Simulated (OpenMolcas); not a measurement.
Run report: NaF, relativistic diatomic calculation (part 2 of 2)

The same run, continued: NaF. Method: SA-CASSCF(6,7)/XMS-CASPT2 + RASSI spin-orbit (X2C scalar, AMFI), ANO-RCC-VTZP (OpenMolcas).

**Log (extracts), continued**
```
++ Dipole transition strengths (spin-free states):
     for osc. strength at least  1.00000000E-05
      From   To        Osc. strength     Einstein coefficients Ax, Ay, Az (sec-1)    Total A (sec-1)
         1   13       2.40540342E-02  3.00276076E+07  4.11903847E+00  0.00000000E+00  3.00276117E+07
         1   14       2.40545983E-02  4.11925991E+00  3.00283341E+07  0.00000000E+00  3.00283382E+07
         1    2       4.99267429E-02  0.00000000E+00  0.00000000E+00  6.61137566E+07  6.61137566E+07
         1   15       1.40761623E-02  3.20238487E+07  4.20803312E+00  0.00000000E+00  3.20238529E+07
         1   16       1.40763207E-02  4.20808186E+00  3.20242381E+07  0.00000000E+00  3.20242423E+07
         1    6       6.49002256E-02  0.00000000E+00  0.00000000E+00  1.48194916E+08  1.48194916E+08
         7   19       3.00280964E-05  6.69436216E+00  9.21038941E-07  0.00000000E+00  6.69436308E+00
         7   20       1.61471605E-01  2.11700092E+07  2.85713469E+00  0.00000000E+00  2.11700121E+07
         7   21       1.67740697E-01  2.03869265E+01  2.36343505E+07  0.00000000E+00  2.36343709E+07
         7   22       1.67899269E-01  2.36809047E+07  2.03816218E+01  0.00000000E+00  2.36809250E+07
         7   23       1.72636198E-01  3.49536864E+00  2.58315459E+07  0.00000000E+00  2.58315494E+07
         7    9       1.84788412E-05  0.00000000E+00  0.00000000E+00  2.94030305E+03  2.94030305E+03
         7   24       5.56689143E-03  6.44170824E+00  4.71205348E+07  0.00000000E+00  4.71205413E+07
         7   11       2.30684787E-05  0.00000000E+00  0.00000000E+00  2.24526486E+05  2.24526486E+05
         8   19       2.98061648E-05  9.01588478E-07  6.55047561E+00  0.00000000E+00  6.55047651E+00
         8   20       1.61538580E-01  2.84869840E+00  2.11663392E+07  0.00000000E+00  2.11663421E+07
         8   21       1.67719553E-01  2.36179700E+07  2.03705144E+01  0.00000000E+00  2.36179904E+07
         8   22       1.67732639E-01  2.04384144E+01  2.36439935E+07  0.00000000E+00  2.36440139E+07
         8   23       1.72561993E-01  2.58062335E+07  3.46433822E+00  0.00000000E+00  2.58062370E+07
         8   10       1.84763472E-05  0.00000000E+00  0.00000000E+00  2.93834238E+03  2.93834238E+03
         8   24       5.56647990E-03  4.71136037E+07  6.44087197E+00  0.00000000E+00  4.71136101E+07
         8   12       2.31211710E-05  0.00000000E+00  0.00000000E+00  2.25025880E+05  2.25025880E+05
        13    2       3.14728425E-05  3.52238726E+01  4.81872778E-06  0.00000000E+00  3.52238774E+01
        13    3       1.60786856E-01  3.15424505E+00  2.08493403E+07  0.00000000E+00  2.08493434E+07
        13    4       1.61134732E-01  2.09986997E+07  3.17804422E+00  0.00000000E+00  2.09987029E+07
        13    5       1.63729301E-01  3.15710710E+00  2.20215916E+07  0.00000000E+00  2.20215948E+07
        13    6       1.68715150E-01  2.61653878E+07  3.75681439E+00  0.00000000E+00  2.61653916E+07
        13   18       3.69585599E-03  0.00000000E+00  0.00000000E+00  3.72329440E+07  3.72329440E+07
        14    2       3.14782521E-05  4.81990155E-06  3.52290519E+01  0.00000000E+00  3.52290567E+01
        14    3       1.60647708E-01  2.08312489E+07  3.15184852E+00  0.00000000E+00  2.08312520E+07
        14    4       1.61100713E-01  3.17530321E+00  2.09942181E+07  0.00000000E+00  2.09942213E+07
        14    5       1.63871148E-01  2.20406202E+07  3.15778540E+00  0.00000000E+00  2.20406233E+07
        14    6       1.68750978E-01  3.75796215E+00  2.61708890E+07  0.00000000E+00  2.61708928E+07
        14   17       3.69569655E-03  0.00000000E+00  0.00000000E+00  3.72312663E+07  3.72312663E+07
        19   20       4.18331271E-05  0.00000000E+00  0.00000000E+00  5.04160204E+03  5.04160204E+03
        19    9       3.42244725E-01  5.04565729E+07  8.05374247E+00  0.00000000E+00  5.04565809E+07
        19   10       3.42244568E-01  8.05375209E+00  5.04566396E+07  0.00000000E+00  5.04566476E+07
        19   11       1.09773083E-03  1.05822360E+07  1.43133469E+00  0.00000000E+00  1.05822375E+07
        19   12       1.09740394E-03  1.43085794E+00  1.05791741E+07  0.00000000E+00  1.05791756E+07
         2   15       3.16916985E-01  4.05217602E+07  5.32444629E+00  0.00000000E+00  4.05217655E+07
         2   16       3.16917005E-01  5.32446711E+00  4.05219181E+07  0.00000000E+00  4.05219234E+07
         2    6       4.45306542E-05  0.00000000E+00  0.00000000E+00  5.78258151E+03  5.78258151E+03
        20    9       8.25303220E-05  1.11817275E+02  1.76430725E-05  0.00000000E+00  1.11817292E+02
        20   10       8.25507467E-05  1.76336770E-05  1.11847025E+02  0.00000000E+00  1.11847043E+02
        20   11       1.95563168E-03  1.48723548E+07  2.00173495E+00  0.00000000E+00  1.48723568E+07
        20   12       1.95415870E-03  2.00666198E+00  1.48612943E+07  0.00000000E+00  1.48612964E+07
         3   17       5.82760543E-03  4.61429591E+07  7.10805879E+00  0.00000000E+00  4.61429662E+07
         3   18       5.83257151E-03  7.11408398E+00  4.61823669E+07  0.00000000E+00  4.61823741E+07
         4   17       5.82879217E-03  7.10260379E+00  4.61229289E+07  0.00000000E+00  4.61229360E+07
         4   18       5.82766688E-03  4.61141109E+07  7.10593818E+00  0.00000000E+00  4.61141180E+07
         5   17       5.73346792E-03  4.51834438E+07  5.92414651E+00  0.00000000E+00  4.51834497E+07
         5   18       5.72842125E-03  5.92270094E+00  4.51437574E+07  0.00000000E+00  4.51437634E+07
        21   11       2.59559153E-03  1.67836887E+01  1.95495422E+07  0.00000000E+00  1.95495589E+07
        21   12       2.59621992E-03  1.95544621E+07  1.67824729E+01  0.00000000E+00  1.95544789E+07
        22   11       2.59483386E-03  1.95411005E+07  1.67530568E+01  0.00000000E+00  1.95411173E+07
        22   12       2.59661466E-03  1.68060735E+01  1.95546983E+07  0.00000000E+00  1.95547151E+07
        23   24       8.48172480E-04  0.00000000E+00  0.00000000E+00  5.39713368E+06  5.39713368E+06
        23   11       2.48432835E-03  2.54400417E+00  1.85556497E+07  0.00000000E+00  1.85556522E+07
        23   12       2.48415800E-03  1.85545555E+07  2.52350760E+00  0.00000000E+00  1.85545580E+07
         9   11       8.29440148E-05  0.00000000E+00  0.00000000E+00  6.14053465E+05  6.14053465E+05
        10   12       8.29155068E-05  0.00000000E+00  0.00000000E+00  6.13848182E+05  6.13848182E+05
         6   17       2.92375944E-03  2.87236444E+00  2.25989384E+07  0.00000000E+00  2.25989413E+07
         6   18       2.92466518E-03  2.26059821E+07  2.87372480E+00  0.00000000E+00  2.26059850E+07
        24   11       1.27294263E-05  7.56167268E-05  5.63582033E+02  0.00000000E+00  5.63582109E+02
        24   12       1.27296033E-05  5.63660173E+02  7.56271502E-05  0.00000000E+00  5.63660249E+02
 Electric-quadrupole - electric-quadrupole not included
 Electric-dipole - electric-octupole not included
 Electric-dipole - magnetic-quadrupole not included
   Eigenvalues of complex Hamiltonian:
  (Shifted by EMIN (a.u.) =       -262.0978225569)
 SO State       Relative EMIN(au)   Rel lowest level(eV)    D:o, cm**(-1)      Omega
     1            -0.0000003923        0.0000000000              0.0000         0.0
     2             0.1952887535        5.3140883751          42861.0133         2.0
     3             0.1952887643        5.3140886699          42861.0157         2.0
     4             0.1955927746        5.3223612118          42927.7382         1.0
     5             0.1956093200        5.3228114332          42931.3695         1.0
     6             0.1961755342        5.3382189084          43055.6392         0.0
     7             0.1963759590        5.3436727447          43099.6273         0.0
     8             0.1969773293        5.3600368645          43231.6128         1.0
     9             0.1969783393        5.3600643459          43231.8345         1.0
    10             0.1988148872        5.4100393617          43634.9102         0.0
    11             0.1989259653        5.4130619508          43659.2890         1.0
    12             0.1989271163        5.4130932719          43659.5416         1.0
    13             0.2031179867        5.5271326635          44579.3313         0.0
    14             0.2595758840        7.0634303145          56970.4076         0.0
    15             0.2596289856        7.0648752810          56982.0620         1.0
    16             0.2596289857        7.0648752845          56982.0620         1.0
    17             0.2603939146        7.0856900607          57149.9445         2.0
    18             0.2605306937        7.0894120094          57179.9641         2.0
    19             0.2615370631        7.1167967166          57400.8366         3.0
    20             0.2615370631        7.1167967162          57400.8366         3.0
    21             0.2618427318        7.1251143855          57467.9231         0.0
    22             0.2621974036        7.1347654962          57545.7646         2.0
    23             0.2622112237        7.1351415613          57548.7978         2.0
    24             0.2624951077        7.1428664376          57611.1031         1.0
    25             0.2624951107        7.1428665185          57611.1037         1.0
    26             0.2638992250        7.1810744160          57919.2712         0.0
    27             0.2640017561        7.1838644280          57941.7742         1.0
    28             0.2640017585        7.1838644939          57941.7747         1.0
    29             0.2658154871        7.2332185635          58339.8421         0.0
    30             0.2663075254        7.2466076073          58447.8321         1.0
    31             0.2663076180        7.2466101274          58447.8524         1.0
    32             0.2663751109        7.2484467041          58462.6654         0.0
    33             0.2664325151        7.2500087520          58475.2641         2.0
    34             0.2664339625        7.2500481358          58475.5818         2.0
    35             0.2664735450        7.2511252327          58484.2692         1.0
    36             0.2664735823        7.2511262478          58484.2773         1.0
    37             0.2672179751        7.2713822066          58647.6527         0.0
    38             0.7091381908       19.2966438862         155637.9291         0.0
    39             0.7091403005       19.2967012945         155638.3921         1.0
    40             0.7091403014       19.2967013174         155638.3923         1.0
    41             0.7461734482       20.3044245795         163766.2286         2.0
    42             0.7461734484       20.3044245843         163766.2286         2.0
    43             0.7462654524       20.3069281424         163786.4212         1.0
    44             0.7462677669       20.3069911215         163786.9291         1.0
    45             0.7463555737       20.3093804670         163806.2005         0.0
    46             0.7463598223       20.3094960769         163807.1330         0.0
    47             0.7570625436       20.6007319604         166156.1088         1.0
    48             0.7570630080       20.6007445981         166156.2107         1.0
 Weights of the five most important spin-orbit-free states for each spin-orbit state.
 SO State  Total energy (au)           Spin-free states, spin, and weights
    1        -0.000000       1 0.0  1.0000   23 1.0  0.0000    9 1.0  0.0000   10 1.0  0.0000    7 1.0  0.0000
    2         0.195289       7 1.0  0.5097    8 1.0  0.4903   19 1.0  0.0000    3 0.0  0.0000    9 1.0  0.0000
    3         0.195289       7 1.0  0.5085    8 1.0  0.4915    2 0.0  0.0000    4 0.0  0.0000   10 1.0  0.0000
    4         0.195593       7 1.0  0.8824   14 0.0  0.1014   19 1.0  0.0162   23 1.0  0.0000   20 1.0  0.0000
    5         0.195609       8 1.0  0.8804   13 0.0  0.1034   19 1.0  0.0161   23 1.0  0.0000
```

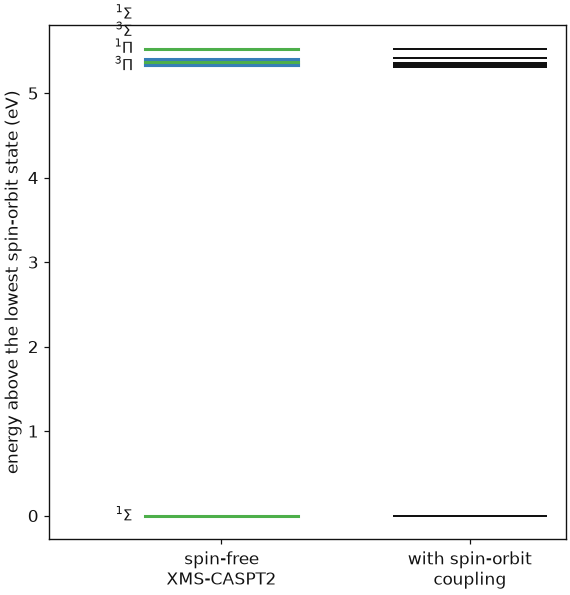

**Figure 1.** States up to 5.8 eV at 1.925 Å, without spin-orbit coupling (left, a colour for each spin multiplicity) and with it (right, where close levels merge). The spin-free states run ¹Σ (0.00 eV), ³Π (5.33 eV), ¹Π (5.36 eV), ³Σ (5.40 eV), ¹Σ (5.52 eV) from the lowest. The lowest spin-orbit levels have |Ω| = 0 (0 cm⁻¹), 2 (42,861 cm⁻¹), 1 (42,928 cm⁻¹), 0 (43,056 cm⁻¹), 0 (43,100 cm⁻¹).

**Summary**

- outcome: converged; components of a degenerate state are split by 35 cm⁻¹
- lowest spin-free state: ¹Σ
- lowest spin-orbit level: Ω = 0, −262.09782 hartree
- next level: Ω = 2, 42,861 cm⁻¹
- hardware: 1 CPU thread, shared host
- wall time: 37 s

**Notes**

To bear in mind: the two components of ¹Δ at 7.10 eV, degenerate in CASSCF as they must be, are split by 35 cm⁻¹ in XMS-CASPT2, an artefact that passes into its spin-orbit levels.
